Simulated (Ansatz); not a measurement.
SiH₅OCl: several calculations on one system

## 1. Relaxation

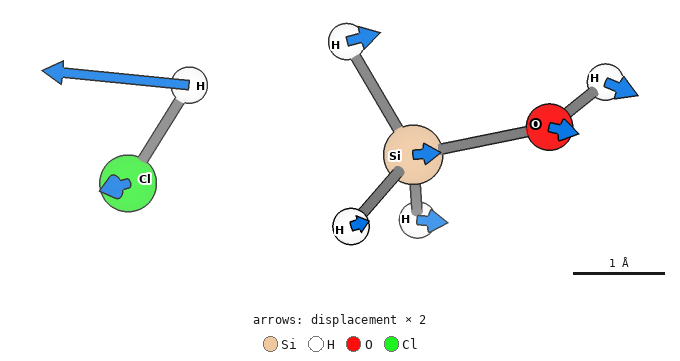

A relaxation of SiH₅OCl. The starting structure is drawn; blue arrows show the displacements, magnified 2 times. The two geometries are superimposed by the best rigid fit.

The picture is a ball-and-stick view, seen at a tilt.

The run prepares an end point of a later path (reaction) calculation, from a guessed geometry.

Method: RKS B3LYP/def2-SVP in Ansatz 0.2.0. (no spin polarisation; force threshold 0.03 eV/Å; at most 50 steps)

### Which element moves most?

Hydrogen: up to 0.83 Å, against 0.21 Å for chlorine.

### What happened in the run?

The energy falls by 0.086 eV in 14 accepted moves (16 points after the start). Largest force component: 0.88 eV/Å at the start, 0.014 eV/Å at the end. The line search rejected the trial steps at points 9, 12 of the run. The forces were under the threshold at step 13, but the run went on from there. An H atom moves most after the best rigid fit: 0.83 Å. By element the largest moves are H 0.83 Å, Cl 0.21 Å, O 0.18 Å, Si 0.16 Å. Among the contacts that change: Cl–H 1.333 → 1.291 Å, H–Si 1.477 → 1.497 Å, O–Si 1.667 → 1.671 Å. The run took 39 s on 1 thread of Arm Neoverse V1 (shared host), peak memory 0.14 GiB.

## 2. Relaxation

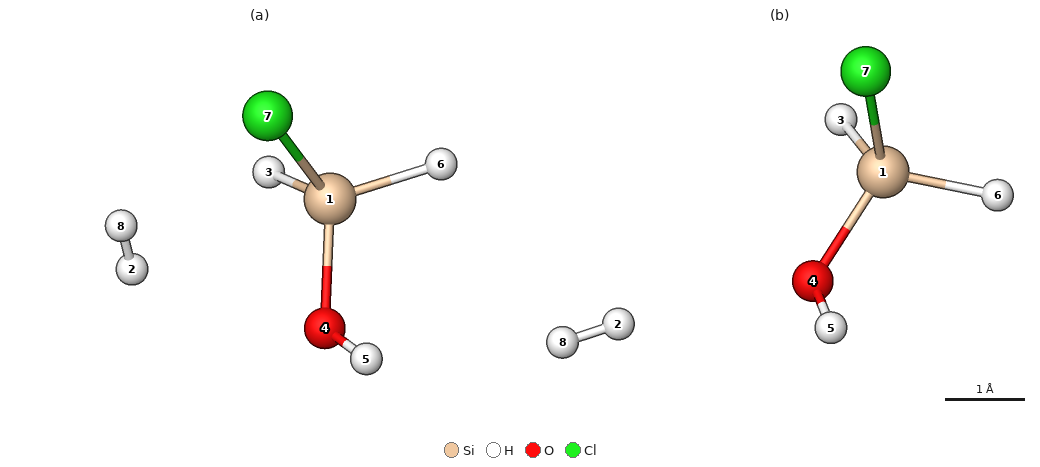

The structure of SiH₅OCl before (left) and after (right) a relaxation, at one scale.

A ball-and-stick model, seen face on.

The run prepares an end point of a later path (reaction) calculation, from a guessed geometry.

These are results of RKS B3LYP/def2-SVP in Ansatz, not measurements. (no spin polarisation; force threshold 0.03 eV/Å; at most 50 steps)

> What changed between the two?

The energy falls by 23.5 kJ/mol in 24 accepted moves (28 points after the start). Largest force component: 1.7 eV/Å at the start, 0.014 eV/Å at the end. The line search rejected the trial steps at points 5, 9, 12, 15 of the run. The largest move after the best rigid fit is that of H8, 1.79 Å. By element the largest moves are H 1.79 Å, Cl 1.14 Å, O 0.73 Å, Si 0.54 Å. Near-neighbour distances that change, for instance: H2–H8 0.717 → 0.762 Å, Si1–Cl7 2.116 → 2.081 Å, Si1–H3 1.470 → 1.478 Å, Si1–O4 1.655 → 1.660 Å. The run took 67 s on 1 thread of Arm Neoverse V1, with other jobs on the host, peak memory 0.16 GiB.

Limits of the set-up: the start holds two separate molecules, 2.5 Å apart at their closest, whose relative position is a soft coordinate and is computed without a dispersion correction.

## 3. Path

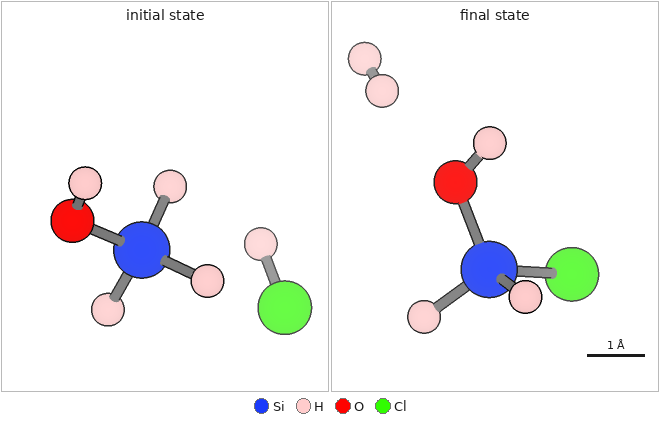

The two relaxed end points of a path for SiH₅OCl, made up at the start of SiH4O and HCl. Style: ball-and-stick. Shown from a free direction.

All numbers below come from RKS B3LYP/def2-SVP (Ansatz 0.2.0).

Set-up: 5 movable images; climbing image; force threshold 0.05 eV/Å; iteration limit 60.

Start:
```xyz
8

Si   -0.2270    0.2069   -0.1949
H    -0.3565    0.2061    1.2969
H     1.2038    0.3106   -0.5693
O    -0.9736    1.5423   -0.8676
H    -1.9283    1.6159   -0.7575
H    -0.8097   -1.0680   -0.7087
Cl    1.6050   -2.5313    1.4882
H     1.4280   -1.6857    2.4471
```

End:
```xyz
8

Si    0.1875   -0.5153   -0.9712
H     0.1581    0.7556    2.7096
H     1.5421    0.0522   -1.1401
O    -0.4949    0.2997    0.3034
H    -1.4057    0.0881    0.5440
H    -0.6371   -0.3931   -2.2022
Cl    0.3511   -2.5502   -0.5695
H     0.2407    0.8598    3.4601
```

Question: Predict the minimum-energy path and its barrier.

Answer: The energy climbs by 33.5 kcal/mol to image 2 and then falls by 52.4 kcal/mol, so the end point sits at −18.8 kcal/mol. Breaking: Cl7–H8 (1.29 → 1.75 at the top → 5.28 Å), Si1–H2 (1.50 → 1.76 at the top → 3.89 Å). Forming: H2–H8 (2.84 → 0.89 at the top → 0.76 Å), Si1–Cl7 (3.70 → 2.52 at the top → 2.08 Å). The band converged in 35 iterations. The largest component of the band force went from 12 to 0.042 eV/Å. The climbing image converged on the top of the path. Its vibrational analysis gives one imaginary mode (765i cm⁻¹), as a transition state must have.

Energies of the converged images:

| image | path (Å) | E (kcal/mol) |
| --- | --- | --- |
| 0 | 0.00 | 0.0 |
| 1 | 1.18 | 1.9 |
| 2 | 2.35 | 33.5 |
| 3 | 3.62 | -0.2 |
| 4 | 4.90 | -16.8 |
| 5 | 6.17 | -18.7 |
| 6 | 7.45 | -18.8 |

The geometry at the top of the path:

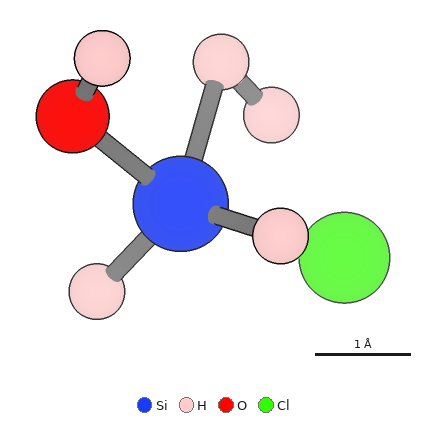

Limits of the set-up: the start holds two separate molecules, 2.8 Å apart at their closest, whose relative position is a soft coordinate and is computed without a dispersion correction.

The run took 6.3 min on 1 thread of Arm Neoverse V1 (shared host), peak memory 0.16 GiB.
